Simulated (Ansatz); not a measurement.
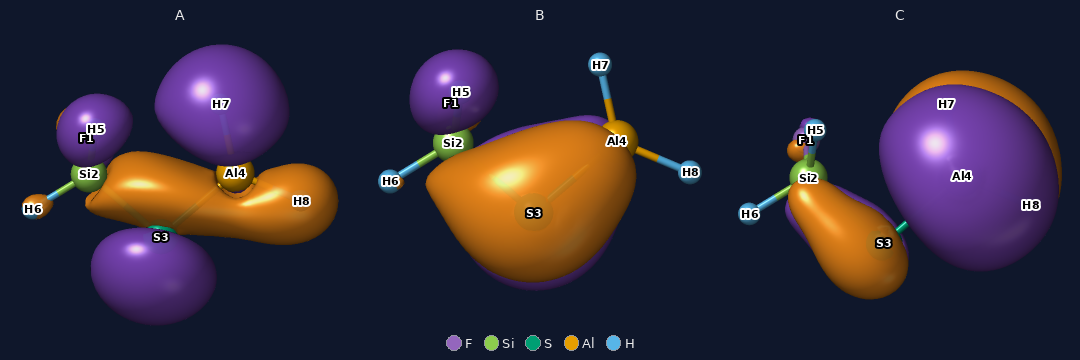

AlFH₄SSi (SMILES F[SiH2][S][AlH2]). Three frontier orbitals at ±0.06 Å⁻³ᐟ² (orange and purple are the two phases), in no order.

Geometry: PBE0-D4/def2-TZVP.

Level of theory: RKS PBE0-D4/def2-TZVPP (Ansatz).

Input file:

```
crystal:
  periodic: [false, false, false]
  atoms:
    - {symbol: F, position_ang: [-1.519143, 1.460403, 0.516909]}
    - {symbol: Si, position_ang: [0.067555, 1.368595, 0.339530]}
    - {symbol: S, position_ang: [0.802170, -0.434327, 1.171196]}
    - {symbol: Al, position_ang: [0.064160, -1.821115, -0.354115]}
    - {symbol: H, position_ang: [0.344257, 1.462489, -1.110879]}
    - {symbol: H, position_ang: [0.672265, 2.487472, 1.094350]}
    - {symbol: H, position_ang: [-0.654767, -1.226283, -1.628059]}
    - {symbol: H, position_ang: [0.315603, -3.354435, -0.084732]}
basis:
  gaussian: {orbitals: def2-TZVPP}
hamiltonian: {xc: pbe0, dispersion: d4}
output: {orbitals: {seedname: orbitals}}
```

Run with:

```sh
ansatz run in.yaml --threads 2 --pin off --events-out ev --progress --plain --max-ram 4352MiB
```

Which picture is the HOMO−1, the HOMO and the LUMO?

A is the HOMO−1 (−8.70 eV). By Hirshfeld shares it lies mainly on S3 (about 45 %), H7 (about 25 %) and Al4 (about 20 %). B is the HOMO (−8.22 eV). By Hirshfeld shares it lies mainly on S3 (about 75 %); largely a lone pair of S3. C is the LUMO (−1.68 eV). It lies mainly on Al4 (about 75 %) and S3 (about 10 %).

What is the HOMO–LUMO gap?

6.54 eV between the orbital energies.
